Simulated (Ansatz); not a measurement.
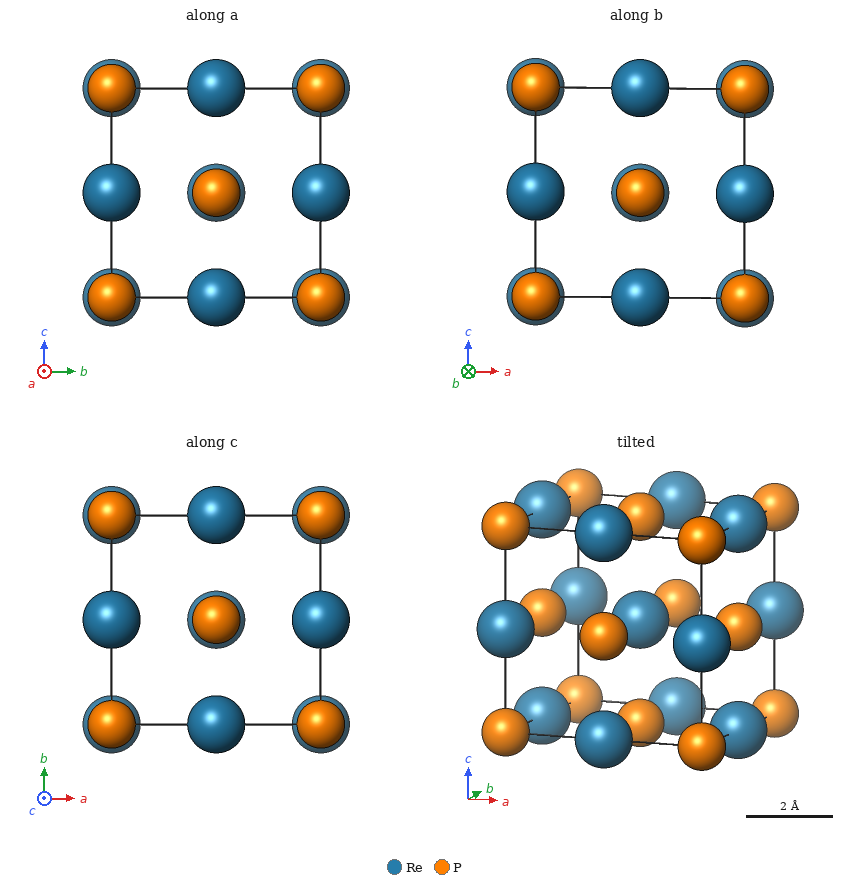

View along the a axis, along the b axis, along the c axis and slightly off an axis, drawn as a spheres-only model. One drawn cell (a repeat of the simulation cell) is outlined, and atoms on its boundary appear in each equivalent place.

Lattice parameters: a = 4.9160 Å, b = 4.9160 Å, c = 4.9160 Å, α = 90.000°, β = 90.573°, γ = 90.000°.

Give the structure in the form of a CIF in P1 with every atom of the cell.

Answer.
```cif
data_structure
_symmetry_space_group_name_H-M 'P 1'
_symmetry_Int_Tables_number 1
_cell_length_a 4.9160
_cell_length_b 4.9160
_cell_length_c 4.9160
_cell_angle_alpha 90.000
_cell_angle_beta 90.573
_cell_angle_gamma 90.000
_cell_volume 118.80
loop_
_atom_site_label
_atom_site_type_symbol
_atom_site_fract_x
_atom_site_fract_y
_atom_site_fract_z
_atom_site_occupancy
Re1 Re 0.5000 0.0000 0.0000 1
Re2 Re 0.0000 0.5000 0.0000 1
Re3 Re 0.0000 0.0000 0.5000 1
Re4 Re 0.5000 0.5000 0.5000 1
P1 P 0.0000 0.0000 0.0000 1
P2 P 0.5000 0.5000 0.0000 1
P3 P 0.5000 0.0000 0.5000 1
P4 P 0.0000 0.5000 0.5000 1
```

Origin of the cell: a structure type filled with these elements by a generator (whether the compound takes this form wasn't checked). The cell was then strained or its atoms displaced on purpose. An electronic-structure calculation with Ansatz was run on it.
